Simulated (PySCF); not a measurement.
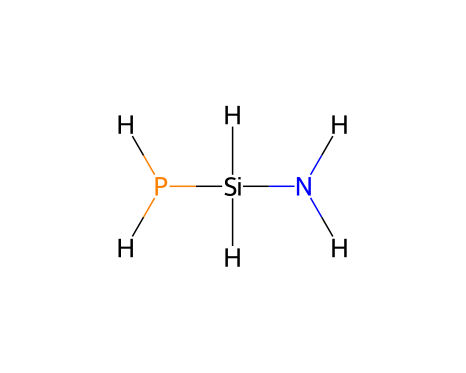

2D structure.

Transcribe the drawing into SMILES.

Answer. N[SiH2]P

Give the formula, hydrogens included.

Answer. H6NPSi.

An optimisation with PBE0-D3(BJ)/def2-SVP gave a structure of which point group?

Answer. C1.

More results for the same structure follow; atom numbers are the same in all pictures, views and colours differ. The geometry was computed by an optimisation with PBE0-D3(BJ)/def2-SVP. No frequency run is at hand to confirm it as a minimum.

**Geometry**

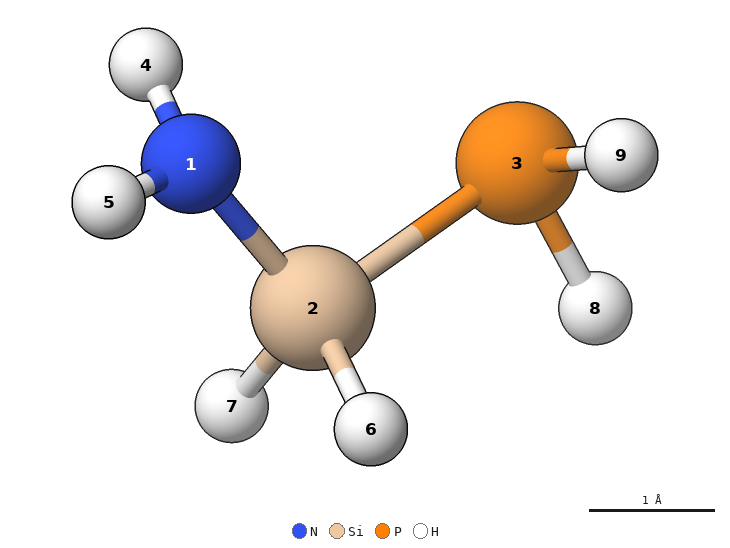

No frequency run is at hand to confirm it as a minimum.

How are the neighbours of atom 2 arranged?

Answer. Si2 has 4 neighbours (N1 at 1.73, P3 at 2.26, H6 at 1.49, H7 at 1.50 Å); the arrangement is tetrahedral.

Describe the coordination of atom 3.

Answer. P3 has 3 neighbours (Si2 at 2.26, H8 at 1.43, H9 at 1.43 Å); the arrangement is trigonal pyramidal.

**NMR shielding**

The questions are on isotropic NMR shieldings of the H atoms. No frequency run is at hand to confirm it as a minimum. Level of theory: GIAO PBE0/6-311+G(2d,p) NMR shielding, non-relativistic, gas phase (PySCF 2.14.0).

List the isotropic NMR shieldings of the H atoms.

```tsv
atom	σ (ppm)
H4	31.70
H5	31.45
H6	25.94
H7	25.89
H8	29.89
H9	29.50
```

**Electronic properties**

No frequency run is at hand to confirm it as a minimum. Method: B3LYP/pcSseg-2, gas phase (PySCF 2.14.0).

Predict the main results.

- dipole moment: 1.29 D
- HOMO energy (Kohn–Sham orbital): −7.05 eV
- LUMO energy (Kohn–Sham orbital): −0.30 eV
- HOMO–LUMO gap: 6.75 eV

**Quadrupole coupling**

No frequency run is at hand to confirm it as a minimum. Electric field gradients from the ground-state density, PBE0/6-31G (PySCF 2.14.0), non-relativistic apart from any core potentials.

Give the largest field-gradient component, the quadrupole coupling constant and the asymmetry for 14N at N1 (Q = 20.44 mb), 2H at H4 (Q = 2.86 mb), 2H at H5 (Q = 2.86 mb), 2H at H6 (Q = 2.86 mb), 2H at H7 (Q = 2.86 mb).

```csv
atom,V_zz (a.u.),e²qQ/h (MHz),η
N1,−0.969,−4.65,0.15
H4,0.421,0.283,0.17
H5,0.423,0.284,0.17
H6,0.175,0.117,0.03
H7,0.169,0.113,0.02
```

**Charges**

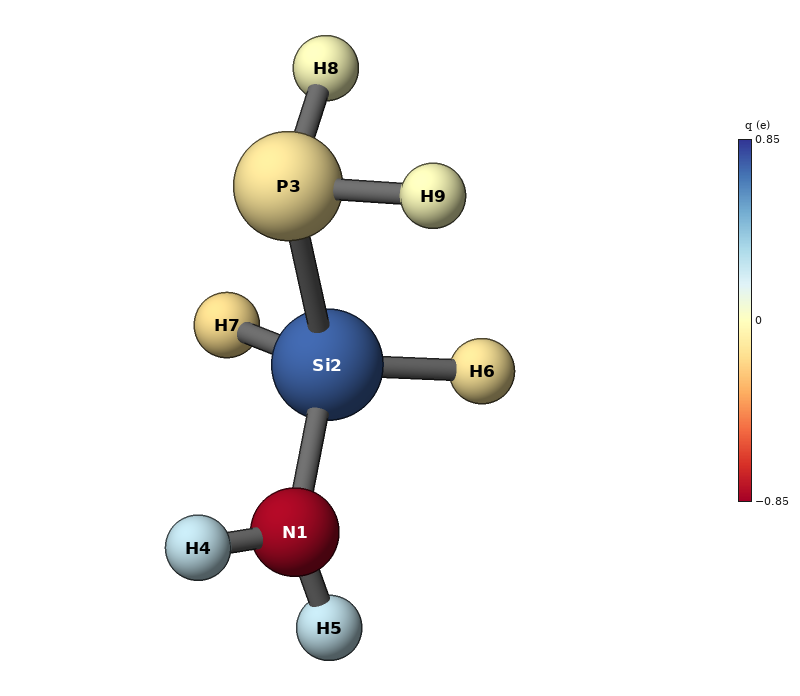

Atoms are coloured by their IAO charges. No frequency run is at hand to confirm it as a minimum. Level of theory: PBE0/def2-SVP, gas phase (PySCF 2.14.0).

Which atom carries the highest charge (most positive or least negative)?

Answer. Si2 (0.71 e).

And the lowest?

Answer. N1 (−0.81 e).

Give the IAO charges atom by atom.

| atom | value (e) |
| --- | --- |
| N1 | −0.81 |
| Si2 | 0.71 |
| P3 | −0.12 |
| H4 | 0.26 |
| H5 | 0.26 |
| H6 | −0.13 |
| H7 | −0.16 |
| H8 | 0.00 |
| H9 | 0.00 |
